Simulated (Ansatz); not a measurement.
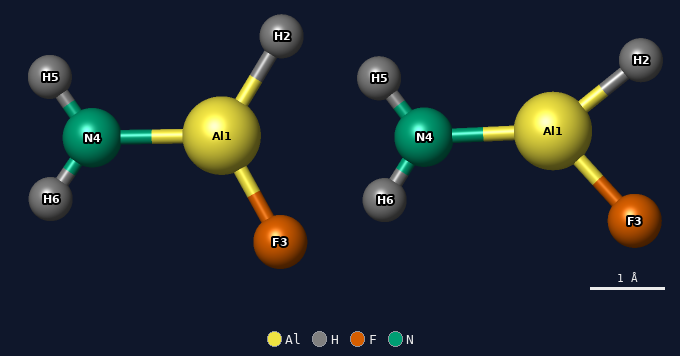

Two geometries of AlNH₃F, drawn at one scale. One is the start of a relaxation, the other its converged end. The picture is a ball-and-stick view, seen face on.

These are results of Ansatz 0.2.0, RKS PBE0-D4/6-31G*, not measurements. Set-up: no spin polarisation; force threshold 0.03 eV/Å; at most 50 steps.

Question: Which one is relaxed?

Answer: The left one is the relaxed one. The run prepares an end point of a later path (reaction) calculation, from a guessed geometry. Over 5 geometry steps the energy falls by 15.1 kcal/mol. Largest force component: 1.4 eV/Å at the start, 0.012 eV/Å at the end. The atom that moves furthest after the best rigid fit is H2 (0.42 Å). By element the largest moves are H 0.42 Å, F 0.35 Å, Al 0.13 Å, N 0.11 Å. Among the contacts that change: Al1–H2 1.541 → 1.580 Å, Al1–N4 1.762 → 1.767 Å. Bond angles that change, for instance: H2–Al1–F3 86.3° → 119.8°, H2–Al1–N4 144.0° → 122.1°, F3–Al1–N4 129.7° → 118.1°. The run took 11 s on 1 thread of Arm Neoverse V1, on a shared host, peak memory 0.12 GiB.
